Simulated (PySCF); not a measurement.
**GaCl: structure of the singlet**

The task is one start of a wider search on GaCl: the singlet, from a linear start. It is relaxed, tested by its Hessian and followed downhill if it is a saddle.

Computed with PySCF 2.14.0. Level: PBE, basis Ga def2-SVP, Cl def2-SVP, no relativity, density fitting.

## 1. The system as given

2 atoms, charge 0, spin multiplicity 1.

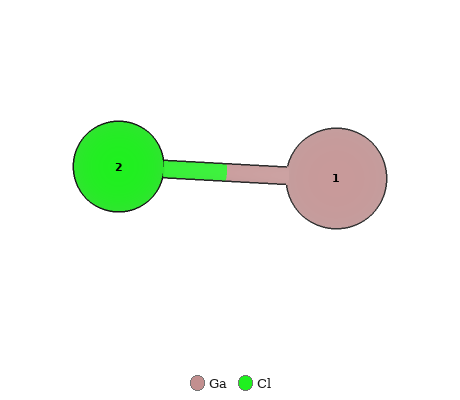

The starting geometry (gallium pink, chlorine green); atoms are numbered from 1 in the order of the file.

```xyz
2
charge 0 multiplicity 1
Ga    0.0000    0.0000    0.0000
Cl    0.0000    0.0000    2.3410
```

## 2. The SCF at the typed geometry

One driver script runs all steps and calls PySCF; scf.py shows how it sets up the SCF of each step. The optimiser is the driver's own. After this first run the driver tries any further starts and a stability analysis.

File scf.py:

```python
from pyscf import gto, scf, dft
mol = gto.M(atom='''
Ga     0.000000     0.000000     0.000000
Cl     0.000000     0.000000     2.341000''',
    basis={'Ga': 'def2-SVP', 'Cl': 'def2-SVP'},
    charge=0, spin=0)
mf = dft.RKS(mol, xc='PBE')
mf.grids.atom_grid = (50, 194)
aux = {'Ga': 'def2-universal-JKFIT', 'Cl': 'def2-universal-JKFIT'}
mf = mf.density_fit(auxbasis=aux)
mf.conv_tol = 1e-08
mf.diis_space = 10
mf.max_cycle = 60
mf.init_guess = 'minao'
mf.verbose = 4
mf.kernel()
```

Launch:

```bash
$ OMP_NUM_THREADS=2 python axn.py task.json out
```

Log:

```text
init E= -2383.64217414452
  HOMO = -0.252153474257511  LUMO = -0.0804522382064884  gap/eV = 4.67223
cycle= 1 E= -2384.16467140872  delta_E= -0.522  |g|= 0.644  |ddm|= 1.08
  HOMO = -0.177681317059453  LUMO = -0.097728528457559  gap/eV = 2.17563
cycle= 2 E= -2382.65040605619  delta_E= 1.51  |g|= 2.26  |ddm|=  2.5
  HOMO = -0.244595518918006  LUMO = -0.0814369561590175  gap/eV = 4.43977
cycle= 3 E= -2384.21982657177  delta_E= -1.57  |g|= 0.369  |ddm|= 2.22
  HOMO = -0.229567843913192  LUMO = -0.089898644094222  gap/eV = 3.80059
cycle= 4 E= -2384.2388321866  delta_E= -0.019  |g|= 0.149  |ddm|= 0.502
  HOMO = -0.238475164116417  LUMO = -0.0923303450334546  gap/eV = 3.97680
cycle= 5 E= -2384.24576268592  delta_E= -0.00693  |g|= 0.0253  |ddm|= 0.147
  HOMO = -0.238174006550834  LUMO = -0.090590720662286  gap/eV = 4.01595
cycle= 6 E= -2384.24606127089  delta_E= -0.000299  |g|= 0.0029  |ddm|= 0.0409
  HOMO = -0.238260061461877  LUMO = -0.0904693398984673  gap/eV = 4.02159
cycle= 7 E= -2384.24606424441  delta_E= -2.97e-06  |g|= 0.000679  |ddm|= 0.00428
  HOMO = -0.238346258528564  LUMO = -0.0905249995893519  gap/eV = 4.02242
cycle= 8 E= -2384.24606437655  delta_E= -1.32e-07  |g|= 0.000103  |ddm|= 0.000947
  HOMO = -0.238345349424691  LUMO = -0.0905203759436698  gap/eV = 4.02252
cycle= 9 E= -2384.24606438189  delta_E= -5.34e-09  |g|= 1.44e-05  |ddm|= 0.000222
  HOMO = -0.238341756256366  LUMO = -0.0905197057079106  gap/eV = 4.02244
Extra cycle  E= -2384.24606438164  delta_E= 2.51e-10  |g|= 2.97e-05  |ddm|= 6.22e-05
converged SCF energy = -2384.24606438164
```

This step, with its further starts and checks, needed 3.1 s of wall time on 2 threads of Arm Neoverse V1, shared host.

The test of internal stability found no lower closed-shell solution.

## 3. Relaxation: linear start, singlet

The program finds C∞v symmetry in the start, which this walk keeps. The walk stops when the largest gradient is under 0.0003 Eh/bohr and the energy has settled too.

scf.py: that of step 2 with these lines changed.

```diff
@@ -3,2 +3,2 @@
-Ga     0.000000     0.000000     0.000000
-Cl     0.000000     0.000000     2.341000''',
+Ga     0.000000     0.000000    -0.787935
+Cl     0.000000     0.000000     1.553065''',
@@ -14 +13,0 @@
-mf.init_guess = 'minao'
```

Steps of the walk:

| step | energy (Eh) | change (kJ/mol) | largest symmetric gradient (Eh/bohr) |
| --- | --- | --- | --- |
| 0 | -2384.246064 | 0.00 | 0.01948 |
| 1 | -2384.247964 | -4.99 | 0.00684 |
| 2 | -2384.248166 | -5.52 | 0.00177 |
| 3 | -2384.248179 | -5.55 | 0.00012 |
| 4 | -2384.248179 | -5.55 | 0.00000 |

The walk took 3 s.

Geometry (Å) and forces (eV/Å) at some steps:

```
step 0
Ga   0.000   0.000  -0.788   0.000   0.000   1.002
Cl   0.000   0.000   1.553   0.000   0.000  -1.002
step 1
Ga   0.000   0.000  -0.751   0.000   0.000   0.352
Cl   0.000   0.000   1.516   0.000   0.000  -0.352
step 2
Ga   0.000   0.000  -0.731   0.000   0.000  -0.091
Cl   0.000   0.000   1.496   0.000   0.000   0.091
step 3
Ga   0.000   0.000  -0.735   0.000   0.000   0.006
Cl   0.000   0.000   1.500   0.000   0.000  -0.006
step 4
Ga   0.000   0.000  -0.734   0.000   0.000   0.000
Cl   0.000   0.000   1.500   0.000   0.000   0.000
```

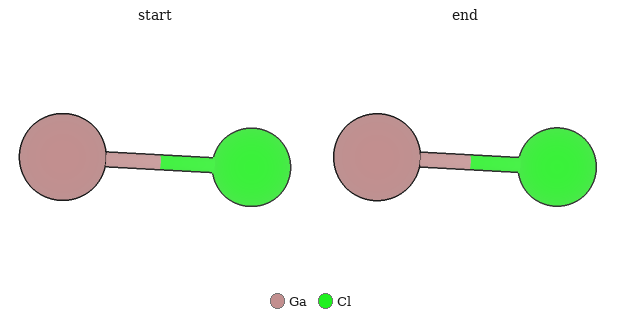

The geometry along the walk, at one scale.

It settles in C∞v symmetry, 5.6 kJ/mol below the start, after 4 steps: Ga–Cl 2.234 Å.

## 4. Frequencies

On the finer grid the gradient is checked again; gradients at displacements of ±0.02 bohr then give force constants and infrared intensities.

scf.py: that of step 3 with these lines changed.

```diff
@@ -3,2 +3,2 @@
-Ga     0.000000     0.000000    -0.787935
-Cl     0.000000     0.000000     1.553065''',
+Ga     0.000000    -0.000000    -0.751936
+Cl     0.000000     0.000000     1.482108''',
@@ -8 +8 @@
-mf.grids.atom_grid = (50, 194)
+mf.grids.atom_grid = (75, 302)
@@ -11 +11 @@
-mf.conv_tol = 1e-08
+mf.conv_tol = 1e-10
```

The driver hands on the density of the step before, so the log starts near convergence.

SCF at the final geometry:

```text
init E= -2384.24823983554
  HOMO = -0.235255831920205  LUMO = -0.0847467950461691  gap/eV = 4.09556
cycle= 1 E= -2384.24823983553  delta_E= 8.19e-12  |g|= 1.45e-06  |ddm|= 1.46e-06
  HOMO = -0.235255856972734  LUMO = -0.0847467697405673  gap/eV = 4.09556
Extra cycle  E= -2384.24823983554  delta_E= -5.46e-12  |g|= 2.03e-06  |ddm|= 1.96e-06
converged SCF energy = -2384.24823983554
```

The whole step took 5.3 s.

Geometry: C∞v; Ga–Cl 2.234 Å.

Harmonic modes (main isotopes):

```csv
symmetry,ω (cm⁻¹),IR (km/mol)
σ+,368,68.8
```

Every mode is real; the point is a minimum.

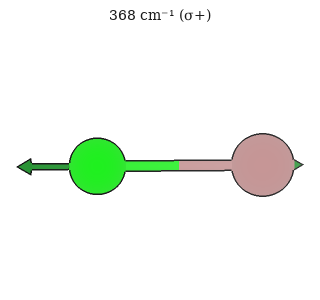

Displacements of 1 of the modes, as arrows (one member where a mode is degenerate).

Properties at this point:

* Dipole moment: 1.90 D
* Highest occupied level: -6.40 eV
* Lowest empty level: -2.31 eV
* Rotational constants: 0.1456 cm⁻¹
* Zero-point energy: 2.2 kJ/mol
* Principal polarisabilities: 31.9, 31.9, 55.5 bohr³
* Atomisation energy without zero-point energy: 481 kJ/mol
* Principal traceless quadrupole moments about the centre of mass: -4.48, 2.24, 2.24 D Å
* Entropy at 298.15 K and 1 bar: 240.0 J/(mol K)
* Heat capacity Cp at 298.15 K: 35.5 J/(mol K)
* Enthalpy at 298.15 K above 0 K: 9.57 kJ/mol
* Rotational symmetry number: 1

Charges (e) and bond orders:

```
atom  Mulliken  Löwdin  polar tensor  Mayer order to Ga1
 Ga1      0.28    0.02          0.54                   –
 Cl2     -0.28   -0.02         -0.54                1.20
```

Outer orbital energies (eV). occupied: -20.27, -20.16, -20.16, -18.92, -10.01, -7.25, -7.25, -6.40; empty: -2.31, -2.31, 0.11, 2.28.

Mulliken populations on Ga1: s 7.96, p 12.69, d 10.07.

## 5. Summary of results

| quantity | value |
| --- | --- |
| minimum | singlet, C∞v |
| geometry | Ga–Cl 2.234 Å |
| wavenumbers (cm⁻¹) | 368 (σ+) |
| dipole moment | 1.90 D |
| highest occupied, lowest empty level | -6.40, -2.31 eV |
| polar-tensor charge of Ga1 | +0.54 e |
| zero-point energy | 2.2 kJ/mol |
| entropy at 298.15 K | 240.0 J/(mol K) |
| atomisation energy (no zero-point energy) | 481 kJ/mol |

The linear start keeps its C∞v symmetry and ends in a minimum. The strongest infrared band lies at 368 cm⁻¹ (σ+, stretch). Only this shape and spin were tried, so other structures or states may lie lower.

The search up to here took 12 s.
